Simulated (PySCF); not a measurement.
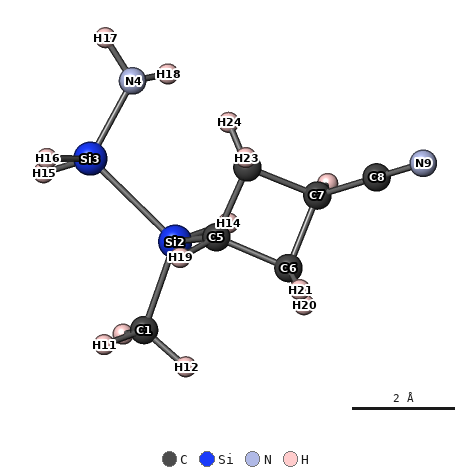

**Figure 1.** The structure (ball-and-stick view, seen at a tilt; atoms are numbered from 1 in the order of the input).

**C6H14N2Si2: a changed input and its effect**

System: C6H14N2Si2.
Method of run A: GIAO wB97X-D/pcSseg-1 NMR shielding, non-relativistic, gas phase (PySCF 2.14.0).

The geometry comes from this level: PBE0-D3(BJ)/def2-SVP. Text and figures count atoms from 1; the logs count them from 0 in places.

## The input, run A
```
{"job": {"kind": "nmr", "xc": "wB97X-D", "basis": "pcSseg-1", "pop": false}, "charge": 0, "multiplicity": 1}
C      1.234772     2.480489    -0.964706
Si     0.891768     0.691998    -0.486450
Si     2.579149    -0.278565     0.823666
N      2.267700    -1.997162     0.811201
C     -0.762001     0.558077     0.432602
C     -2.011048     0.647117    -0.479547
C     -2.087881    -0.898426    -0.451052
C     -3.393037    -1.527770    -0.364723
N     -4.439792    -2.016175    -0.277095
C     -1.181737    -0.886046     0.804498
H      1.344642     3.111029    -0.068683
H      0.406407     2.885736    -1.567181
H      2.159039     2.563861    -1.555690
H      0.785335    -0.141798    -1.736491
H      3.941097     0.145566     0.338836
H      2.486178     0.172120     2.249143
H      2.765117    -2.590810     1.467511
H      2.202969    -2.458881    -0.090478
H     -0.743429     1.271531     1.272647
H     -1.916189     1.114406    -1.471941
H     -2.870989     1.097469     0.038200
H     -1.550554    -1.327243    -1.311757
H     -1.782416    -0.914825     1.725226
H     -0.399451    -1.657691     0.866639
```

The first line tells a small driver script what to run in PySCF; the rest is the geometry in Å.

Command:
```bash
OMP_NUM_THREADS=1 python <driver script> task.json out
```

Hardware: 1 CPU thread, shared host.

## Output (run A)
```
coarse grid: 20568 points
cycle   1  E = -925.1938136036  dE =  1.172e+00  |g| = 6.370e-01  |ddm| = 4.410e+00
cycle   2  E = -925.1296074132  dE =  6.421e-02  |g| = 8.958e-01  |ddm| = 1.249e+00
cycle   3  E = -925.2955472472  dE = -1.659e-01  |g| = 1.075e-01  |ddm| = 6.935e-01
cycle   4  E = -925.2976166770  dE = -2.069e-03  |g| = 5.891e-02  |ddm| = 1.104e-01
cycle   5  E = -925.2983551699  dE = -7.385e-04  |g| = 8.779e-03  |ddm| = 6.057e-02
cycle   6  E = -925.2983737576  dE = -1.859e-05  |g| = 2.745e-03  |ddm| = 1.159e-02
cycle   7  E = -925.2983759307  dE = -2.173e-06  |g| = 6.851e-04  |ddm| = 4.734e-03
final grid: 188296 points
cycle   8  E = -925.3649767864  dE = -2.609e-04  |g| = 7.455e-03  |ddm| = 5.797e-02
cycle   9  E = -925.3649771113  dE = -3.250e-07  |g| = 7.882e-03  |ddm| = 1.272e-02
cycle  10  E = -925.3649889523  dE = -1.184e-05  |g| = 1.708e-03  |ddm| = 5.624e-03
cycle  11  E = -925.3649894408  dE = -4.885e-07  |g| = 8.456e-04  |ddm| = 1.767e-03
cycle  12  E = -925.3649896036  dE = -1.628e-07  |g| = 1.597e-04  |ddm| = 8.876e-04
cycle  13  E = -925.3649896100  dE = -6.424e-09  |g| = 3.977e-05  |ddm| = 2.302e-04
cycle  14  E = -925.3649896108  dE = -7.258e-10  |g| = 1.364e-05  |ddm| = 1.055e-04
converged SCF energy = -925.3649896108

GIAO shielding tensors (ppm)
atom      isotropic    diamagn.    paramagn.     s11        s22        s33       span
  0 C      193.098     253.917     -60.818    187.870    190.351    201.074     13.204
  1 Si     387.249     883.141    -495.892    353.857    387.334    420.557     66.700
  2 Si     400.035     879.686    -479.651    347.842    381.234    471.027    123.184
  3 N      262.504     316.704     -54.200    228.637    258.691    300.185     71.549
  4 C      168.747     253.581     -84.834    155.670    171.487    179.084     23.413
  5 C      152.808     250.625     -97.817    139.346    147.156    171.923     32.576
  6 C      164.162     253.876     -89.714    145.877    170.799    175.811     29.934
  7 C       56.784     257.816    -201.032    -64.635    -62.694    297.681    362.316
  8 N      -38.319     339.679    -377.997   -203.056   -195.984    284.084    487.139
  9 C      154.801     248.296     -93.495    139.739    149.284    175.381     35.643
 10 H       31.453      30.537       0.916     26.981     28.917     38.460     11.480
 11 H       30.994      30.713       0.281     25.691     29.622     37.668     11.977
 12 H       31.263      28.988       2.276     26.270     28.198     39.321     13.050
 13 H       27.379      32.147      -4.768     24.746     26.757     30.635      5.889
 14 H       26.523      28.304      -1.781     22.176     25.360     32.032      9.857
 15 H       26.729      29.676      -2.947     24.338     25.208     30.642      6.304
 16 H       31.243      27.912       3.332     23.371     26.519     43.840     20.469
 17 H       31.742      31.926      -0.185     24.707     28.929     41.589     16.881
 18 H       30.101      34.160      -4.059     25.706     29.128     35.469      9.762
 19 H       29.451      31.434      -1.983     25.129     28.444     34.780      9.651
 20 H       28.911      31.560      -2.649     25.913     27.125     33.696      7.784
 21 H       28.689      30.993      -2.304     23.487     30.803     31.777      8.290
 22 H       28.963      32.143      -3.180     25.857     27.551     33.482      7.625
 23 H       28.449      32.198      -3.749     22.452     27.688     35.207     12.755
```

The input of run B differs as follows (lines with − go, lines with + come):
```diff
-"xc": "wB97X-D"
+"xc": "PBE0"
-"pop": false
```

What does this change do to the results?

The total energies belong to different methods, so their difference says nothing on which is more stable or more accurate. The HOMO goes from −9.20 to −7.35 eV. The LUMO goes from 1.59 to −0.15 eV. The dipole moment goes from 4.81 to 4.74 D. Of all shieldings, the largest change is that of C5, by −1.7 ppm. The functional changes from wB97X-D to PBE0. The SCF takes 15 iterations against 14.

## Output (run B)
```
coarse grid: 20568 points
cycle   1  E = -924.6767255766  dE =  9.002e-01  |g| = 6.386e-01  |ddm| = 4.462e+00
cycle   2  E = -924.5124664671  dE =  1.643e-01  |g| = 1.083e+00  |ddm| = 1.482e+00
cycle   3  E = -924.7625707953  dE = -2.501e-01  |g| = 2.339e-01  |ddm| = 9.935e-01
cycle   4  E = -924.7738437326  dE = -1.127e-02  |g| = 6.511e-02  |ddm| = 2.012e-01
cycle   5  E = -924.7747302240  dE = -8.865e-04  |g| = 1.695e-02  |ddm| = 7.217e-02
cycle   6  E = -924.7747937709  dE = -6.355e-05  |g| = 4.516e-03  |ddm| = 1.876e-02
cycle   7  E = -924.7747985447  dE = -4.774e-06  |g| = 8.851e-04  |ddm| = 4.897e-03
final grid: 188296 points
cycle   8  E = -924.8305523982  dE = -4.082e-05  |g| = 9.588e-03  |ddm| = 3.783e-02
cycle   9  E = -924.8305379385  dE =  1.446e-05  |g| = 1.244e-02  |ddm| = 1.887e-02
cycle  10  E = -924.8305744865  dE = -3.655e-05  |g| = 9.699e-04  |ddm| = 1.097e-02
cycle  11  E = -924.8305746920  dE = -2.054e-07  |g| = 2.978e-04  |ddm| = 1.281e-03
cycle  12  E = -924.8305747086  dE = -1.668e-08  |g| = 1.380e-04  |ddm| = 3.135e-04
cycle  13  E = -924.8305747119  dE = -3.226e-09  |g| = 6.925e-05  |ddm| = 1.334e-04
cycle  14  E = -924.8305747129  dE = -1.024e-09  |g| = 9.991e-06  |ddm| = 5.838e-05
cycle  15  E = -924.8305747129  dE = -2.206e-11  |g| = 2.315e-06  |ddm| = 1.243e-05
converged SCF energy = -924.8305747129

GIAO shielding tensors (ppm)
atom      isotropic    diamagn.    paramagn.     s11        s22        s33       span
  0 C      193.042     253.660     -60.618    187.518    190.825    200.782     13.265
  1 Si     387.223     883.045    -495.822    354.516    388.353    418.799     64.283
  2 Si     398.681     879.733    -481.053    345.993    379.765    470.285    124.292
  3 N      262.659     316.348     -53.689    228.432    257.950    301.596     73.164
  4 C      167.052     252.375     -85.323    154.237    169.864    177.055     22.818
  5 C      151.941     250.432     -98.491    137.691    146.444    171.687     33.996
  6 C      163.482     253.214     -89.732    144.674    170.289    175.483     30.809
  7 C       57.558     257.245    -199.687    -62.932    -60.988    296.593    359.525
  8 N      -38.971     339.322    -378.293   -203.062   -195.360    281.510    484.572
  9 C      154.041     248.127     -94.086    138.036    148.760    175.329     37.293
 10 H       31.332      30.368       0.963     26.837     28.777     38.381     11.544
 11 H       30.856      30.488       0.368     25.528     29.452     37.588     12.060
 12 H       31.123      28.907       2.216     26.081     28.071     39.217     13.136
 13 H       27.196      31.812      -4.616     24.562     26.584     30.443      5.880
 14 H       26.263      28.181      -1.919     21.849     25.115     31.825      9.976
 15 H       26.531      29.465      -2.934     24.159     25.025     30.408      6.249
 16 H       31.154      28.001       3.153     23.187     26.429     43.844     20.657
 17 H       31.665      31.775      -0.110     24.591     28.842     41.562     16.972
 18 H       29.902      33.825      -3.922     25.497     29.013     35.197      9.701
 19 H       29.294      31.190      -1.897     24.979     28.300     34.602      9.624
 20 H       28.716      31.442      -2.725     25.760     26.966     33.423      7.663
 21 H       28.452      30.588      -2.136     23.256     30.619     31.482      8.225
 22 H       28.779      31.947      -3.168     25.715     27.414     33.209      7.494
 23 H       28.282      31.773      -3.491     22.270     27.595     34.981     12.711
```

## The two runs side by side

| quantity | run A | run B |
| --- | --- | --- |
| outcome | converged | converged |
| total energy (hartree) | −925.364990 | −924.830575 |
| HOMO (eV) | −9.20 | −7.35 |
| LUMO (eV) | 1.59 | −0.15 |
| dipole moment (D) | 4.81 | 4.74 |
| shielding of Si3 (ppm) | 400.0 | 398.7 |
| shielding of C5 (ppm) | 168.7 | 167.1 |
| shielding of C6 (ppm) | 152.8 | 151.9 |
| shielding of C7 (ppm) | 164.2 | 163.5 |
| shielding of C8 (ppm) | 56.8 | 57.6 |
| shielding of N9 (ppm) | −38.3 | −39.0 |
| shielding of C10 (ppm) | 154.8 | 154.0 |
| SCF iterations | 14 | 15 |
| basis functions | 254 | 254 |
| wall time (shared host) | 64 s | 66 s |
